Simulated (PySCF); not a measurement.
## Run report: C2H10AlNO, geometry relaxation (part 1 of 2)

C2H10AlNO, computed with PBE0-D3(BJ)/def2-SVP geometry optimisation, gas phase (PySCF 2.14.0).

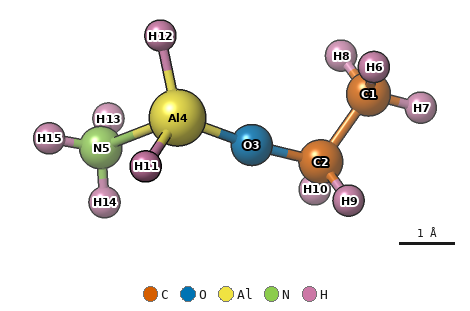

Fig. 1: The structure as given in the input (ball-and-stick view, seen at a tilt; atoms are numbered from 1 in the order of the input). Sticks mark near contacts. Bond lengths as drawn: Al–H 1.55 to 1.57 Å, Al–N 2.12 Å, Al–O 1.62 Å, C–C 1.54 Å, C–H 1.07 to 1.12 Å, C–O 1.40 Å and H–N 1.00 to 1.03 Å.

## Input
```
{"job": {"xc": "PBE0", "basis": "def2-SVP", "d3": "d3bj", "grid": 1, "shake": 0.01, "kind": "geom"}, "charge": 0, "multiplicity": 1}
C      2.362020    -0.534970    -0.636880
C      1.420140    -0.502590     0.575930
O      0.253520     0.240230     0.333580
Al    -0.967540     1.226410    -0.057800
N     -2.602420    -0.119870     0.072880
H      2.626190     0.513660    -0.892120
H      3.242920    -1.099180    -0.436870
H      1.831290    -0.929200    -1.497700
H      1.959600    -0.063700     1.454530
H      1.143100    -1.532950     0.844920
H     -1.467640     2.221640     1.048530
H     -1.163500     1.586620    -1.548560
H     -2.528590    -0.827520    -0.632580
H     -2.638580    -0.550460     1.006790
H     -3.485840     0.354500    -0.066400
```

The first line tells a small driver script what to run in PySCF; the rest is the geometry in Å.

Hardware: 1 CPU thread, shared host.

Run as:
```bash
OMP_NUM_THREADS=1 python <driver script> task.json out
```

## What the program printed
```
step   0  E = -454.10145480  max force = 0.062662
step   1  E = -454.11104400  max force = 0.016053
step   2  E = -454.11168739  max force = 0.003872
step   3  E = -454.11197784  max force = 0.005059
step   4  E = -454.11238187  max force = 0.008842
step   5  E = -454.11289365  max force = 0.010913
step   6  E = -454.11325265  max force = 0.007405
step   7  E = -454.11350463  max force = 0.001111
step   8  E = -454.11353556  max force = 0.001381
step   9  E = -454.11358154  max force = 0.001526
step  10  E = -454.11365330  max force = 0.002090
step  11  E = -454.11373699  max force = 0.002235
step  12  E = -454.11382792  max force = 0.001230
step  13  E = -454.11388252  max force = 0.000424
step  14  E = -454.11391743  max force = 0.000720
step  15  E = -454.11395383  max force = 0.001062
step  16  E = -454.11398218  max force = 0.000810
step  17  E = -454.11399416  max force = 0.000290
optimisation converged
```

## Trajectory as extended XYZ (Å, eV, eV/Å), 18 frames, from step=0 to step=17
```
15
Properties=species:S:1:pos:R:3:forces:R:3 step=0 energy=-12356.72998
C     2.3620   -0.5350   -0.6369   -1.4065   1.5861   0.4694
C     1.4201   -0.5026    0.5759   -0.3997   0.9141  -0.2306
O     0.2535    0.2402    0.3336    3.2222  -2.4869   0.8332
Al   -0.9675    1.2264   -0.0578   -2.1770   1.0669  -0.2084
N    -2.6024   -0.1199    0.0729    0.3146   0.5686   0.9588
H     2.6262    0.5137   -0.8921    0.1191  -0.3447   0.0641
H     3.2429   -1.0992   -0.4369    1.0665  -0.6826   0.1872
H     1.8313   -0.9292   -1.4977   -0.1610  -0.3625  -0.4157
H     1.9596   -0.0637    1.4545   -0.1773  -0.2456  -0.3141
H     1.1431   -1.5330    0.8449   -0.0291  -0.2031   0.1280
H    -1.4676    2.2216    1.0485   -0.1384   0.3978   0.3456
H    -1.1635    1.5866   -1.5486   -0.0758   0.2761  -0.8563
H    -2.5286   -0.8275   -0.6326    0.0786  -0.7327  -0.4524
H    -2.6386   -0.5505    1.0068    0.0641   0.0033  -0.4402
H    -3.4858    0.3545   -0.0664   -0.3002   0.2454  -0.0685
15
Properties=species:S:1:pos:R:3:forces:R:3 step=1 energy=-12356.99091
C     2.3179   -0.3343   -0.7349    0.2630  -0.1998   0.0960
C     1.4978   -0.4975    0.5296    0.0820  -0.1807   0.1224
O     0.2490    0.0469    0.4364   -0.8255   0.3341  -0.0828
Al   -1.0451    1.1197    0.0257    0.3064  -0.0898  -0.0734
N    -2.6122   -0.2062    0.1571   -0.0225  -0.1508  -0.1997
H     2.4865    0.7314   -0.9511    0.0583   0.0136  -0.0150
H     3.2971   -0.8445   -0.6190   -0.1944   0.2004  -0.1230
H     1.7930   -0.7727   -1.5975    0.0050  -0.0296  -0.0100
H     2.0528   -0.0534    1.3829    0.0505  -0.0134  -0.0174
H     1.4064   -1.5827    0.7687    0.1018   0.1042  -0.0518
H    -1.5274    2.1586    1.1600    0.0672  -0.0568  -0.0564
H    -1.2322    1.5408   -1.5306    0.0685  -0.0483   0.1893
H    -2.5575   -0.9392   -0.5583    0.0138   0.1515   0.1332
H    -2.6365   -0.6700    1.0653    0.0021  -0.0047   0.0610
H    -3.5015    0.2813    0.0295    0.0237  -0.0297   0.0277
15
Properties=species:S:1:pos:R:3:forces:R:3 step=2 energy=-12357.00842
C     2.3106   -0.3310   -0.7319   -0.0138  -0.0220   0.0265
C     1.4895   -0.5043    0.5354    0.0595   0.0778  -0.0012
O     0.2276    0.0314    0.4416   -0.1991  -0.0983   0.0113
Al   -1.0412    1.1129    0.0203    0.1844  -0.0132  -0.0099
N    -2.6160   -0.2050    0.1541   -0.0246  -0.0241  -0.0137
H     2.4611    0.7370   -0.9544    0.0049   0.0043  -0.0094
H     3.2992   -0.8091   -0.6321   -0.0209   0.0339  -0.0058
H     1.7929   -0.7832   -1.5924    0.0027  -0.0063  -0.0069
H     2.0448   -0.0513    1.3841   -0.0107   0.0028  -0.0112
H     1.4264   -1.5879    0.7738   -0.0331   0.0317  -0.0255
H    -1.4978    2.1541    1.1532    0.0013   0.0093  -0.0074
H    -1.2034    1.5330   -1.5246    0.0213  -0.0078   0.0297
H    -2.5607   -0.9366   -0.5563    0.0189   0.0133   0.0097
H    -2.6408   -0.6646    1.0659    0.0195   0.0165   0.0002
H    -3.5040    0.2830    0.0267   -0.0104  -0.0178   0.0133
15
Properties=species:S:1:pos:R:3:forces:R:3 step=3 energy=-12357.01633
C     2.2902   -0.3219   -0.7316   -0.0762   0.0338  -0.0142
C     1.4827   -0.5138    0.5421    0.0750   0.1625  -0.0604
O     0.2114    0.0020    0.4543   -0.0172  -0.2601   0.0996
Al   -1.0244    1.1037    0.0206    0.0128   0.0841  -0.0178
N    -2.6101   -0.2026    0.1517   -0.0271   0.0522   0.0477
H     2.4150    0.7494   -0.9567   -0.0217  -0.0026   0.0002
H     3.2905   -0.7696   -0.6459    0.0720  -0.0409   0.0298
H     1.7771   -0.7863   -1.5888    0.0018   0.0034   0.0063
H     2.0344   -0.0516    1.3875    0.0000  -0.0010   0.0008
H     1.4378   -1.5964    0.7774   -0.0334  -0.0309  -0.0075
H    -1.4777    2.1574    1.1404   -0.0079   0.0276   0.0164
H    -1.1549    1.5164   -1.5219   -0.0034   0.0218  -0.0569
H    -2.5484   -0.9386   -0.5513    0.0163  -0.0425  -0.0337
H    -2.6373   -0.6530    1.0681    0.0255   0.0088  -0.0131
H    -3.4981    0.2831    0.0177   -0.0165  -0.0161   0.0027
15
Properties=species:S:1:pos:R:3:forces:R:3 step=4 energy=-12357.02732
C     2.2556   -0.3029   -0.7314   -0.0992   0.0698  -0.0516
C     1.4737   -0.5304    0.5519    0.0574   0.1900  -0.0836
O     0.1791   -0.0671    0.4787    0.2210  -0.4547   0.1879
Al   -0.9938    1.0806    0.0186   -0.2168   0.2586  -0.0528
N    -2.6068   -0.1938    0.1471   -0.0070   0.1159   0.0673
H     2.3207    0.7729   -0.9625   -0.0326  -0.0080   0.0019
H     3.2804   -0.6902   -0.6612    0.1098  -0.0801   0.0534
H     1.7581   -0.7968   -1.5814    0.0026   0.0084   0.0098
H     2.0157   -0.0466    1.3909    0.0037  -0.0072   0.0136
H     1.4715   -1.6129    0.7834   -0.0161  -0.0670   0.0133
H    -1.4280    2.1585    1.1231   -0.0153   0.0334   0.0163
H    -1.0712    1.4862   -1.5256   -0.0235   0.0363  -0.1019
H    -2.5387   -0.9393   -0.5439    0.0046  -0.0725  -0.0504
H    -2.6333   -0.6293    1.0706    0.0263  -0.0084  -0.0139
H    -3.4947    0.2893    0.0053   -0.0146  -0.0145  -0.0093
15
Properties=species:S:1:pos:R:3:forces:R:3 step=5 energy=-12357.04125
C     2.1947   -0.2698   -0.7323   -0.0845   0.0645  -0.0640
C     1.4591   -0.5556    0.5660    0.0275   0.1414  -0.0641
O     0.1274   -0.1930    0.5205    0.3801  -0.5611   0.2325
Al   -0.9402    1.0374    0.0171   -0.4308   0.4292  -0.1139
N    -2.5991   -0.1747    0.1385    0.0267   0.1335   0.0584
H     2.1549    0.8053   -0.9746   -0.0246  -0.0132   0.0023
H     3.2536   -0.5550   -0.6777    0.1080  -0.0814   0.0536
H     1.7328   -0.8154   -1.5707    0.0008   0.0113   0.0097
H     1.9803   -0.0324    1.3942    0.0112  -0.0109   0.0265
H     1.5362   -1.6348    0.7949    0.0228  -0.0732   0.0234
H    -1.3400    2.1552    1.0969   -0.0022   0.0277   0.0078
H    -0.9378    1.4315   -1.5321   -0.0281   0.0364  -0.0994
H    -2.5256   -0.9364   -0.5340   -0.0112  -0.0733  -0.0473
H    -2.6221   -0.5898    1.0712    0.0125  -0.0239  -0.0106
H    -3.4862    0.3056   -0.0142   -0.0081  -0.0071  -0.0151
15
Properties=species:S:1:pos:R:3:forces:R:3 step=6 energy=-12357.05101
C     2.1751   -0.2582   -0.7332   -0.0306   0.0429  -0.0357
C     1.4562   -0.5626    0.5699   -0.0047   0.0520  -0.0228
O     0.1091   -0.2498    0.5350    0.2683  -0.3808   0.1275
Al   -0.9245    1.0192    0.0149   -0.3220   0.3305  -0.0833
N    -2.6005   -0.1639    0.1354    0.0438   0.0757   0.0250
H     2.0940    0.8125   -0.9843   -0.0046  -0.0076   0.0010
H     3.2452   -0.5056   -0.6743    0.0489  -0.0464   0.0271
H     1.7333   -0.8268   -1.5668   -0.0017   0.0053   0.0073
H     1.9654   -0.0218    1.3945    0.0071  -0.0027   0.0168
H     1.5710   -1.6391    0.8003    0.0296  -0.0377   0.0207
H    -1.2985    2.1517    1.0907    0.0038   0.0125  -0.0059
H    -0.9017    1.4134   -1.5381   -0.0211   0.0135  -0.0457
H    -2.5306   -0.9304   -0.5338   -0.0156  -0.0343  -0.0220
H    -2.6176   -0.5771    1.0691   -0.0004  -0.0235  -0.0009
H    -3.4876    0.3166   -0.0156   -0.0008   0.0006  -0.0091
15
Properties=species:S:1:pos:R:3:forces:R:3 step=7 energy=-12357.05787
C     2.1858   -0.2606   -0.7340    0.0324   0.0045   0.0152
C     1.4604   -0.5631    0.5660   -0.0352  -0.0142   0.0250
O     0.1074   -0.2711    0.5286    0.0027  -0.0319  -0.0571
Al   -0.9360    1.0197    0.0099   -0.0036   0.0414   0.0021
N    -2.6092   -0.1556    0.1393    0.0335  -0.0317  -0.0070
H     2.1031    0.8076   -0.9938    0.0132   0.0035   0.0045
H     3.2571   -0.5101   -0.6555   -0.0342   0.0078  -0.0186
H     1.7547   -0.8373   -1.5672   -0.0041  -0.0055  -0.0011
H     1.9614   -0.0151    1.3919   -0.0038   0.0071  -0.0033
H     1.5915   -1.6389    0.8015    0.0012   0.0213   0.0106
H    -1.2878    2.1550    1.0914    0.0082  -0.0063  -0.0133
H    -0.9356    1.4202   -1.5471    0.0022  -0.0179   0.0239
H    -2.5507   -0.9188   -0.5371   -0.0074   0.0224   0.0123
H    -2.6160   -0.5799    1.0684   -0.0095  -0.0097   0.0028
H    -3.4979    0.3261    0.0014    0.0043   0.0094   0.0042
15
Properties=species:S:1:pos:R:3:forces:R:3 step=8 energy=-12357.05871
C     2.1786   -0.2574   -0.7331    0.0179  -0.0069   0.0082
C     1.4557   -0.5669    0.5669   -0.0072   0.0000   0.0275
O     0.0994   -0.2918    0.5270   -0.0178  -0.0018  -0.0710
Al   -0.9289    1.0136    0.0061    0.0027   0.0087   0.0201
N    -2.6065   -0.1516    0.1405    0.0130  -0.0227   0.0073
H     2.0842    0.8096   -0.9944    0.0087   0.0018   0.0034
H     3.2522   -0.4940   -0.6551   -0.0141   0.0015  -0.0113
H     1.7546   -0.8405   -1.5655   -0.0048   0.0004  -0.0021
H     1.9497   -0.0095    1.3908   -0.0030   0.0029   0.0047
H     1.5998   -1.6398    0.8061    0.0045   0.0119   0.0070
H    -1.2654    2.1540    1.0858    0.0056   0.0019  -0.0073
H    -0.9261    1.4107   -1.5504    0.0024  -0.0136   0.0101
H    -2.5539   -0.9138   -0.5370   -0.0041   0.0127   0.0009
H    -2.6111   -0.5780    1.0688   -0.0055  -0.0045  -0.0019
H    -3.4940    0.3337    0.0070    0.0016   0.0077   0.0045
15
Properties=species:S:1:pos:R:3:forces:R:3 step=9 energy=-12357.05996
C     2.1805   -0.2589   -0.7312   -0.0121  -0.0101  -0.0032
C     1.4502   -0.5693    0.5649    0.0359   0.0228   0.0187
O     0.0921   -0.3089    0.5105   -0.0477   0.0322  -0.0785
Al   -0.9270    1.0099   -0.0029    0.0338  -0.0482   0.0531
N    -2.6070   -0.1466    0.1473   -0.0222   0.0034   0.0223
H     2.0850    0.8077   -0.9938   -0.0006  -0.0003  -0.0019
H     3.2538   -0.4911   -0.6500    0.0175  -0.0082   0.0055
H     1.7626   -0.8449   -1.5651   -0.0058   0.0076   0.0007
H     1.9327   -0.0008    1.3884   -0.0083  -0.0023   0.0091
H     1.6041   -1.6383    0.8127    0.0043  -0.0066   0.0052
H    -1.2364    2.1545    1.0786   -0.0027   0.0138   0.0002
H    -0.9366    1.4026   -1.5582    0.0015  -0.0044  -0.0159
H    -2.5691   -0.9022   -0.5377    0.0020  -0.0031  -0.0149
H    -2.6049   -0.5823    1.0714    0.0062   0.0028  -0.0054
H    -3.4921    0.3469    0.0287   -0.0017   0.0006   0.0049
```
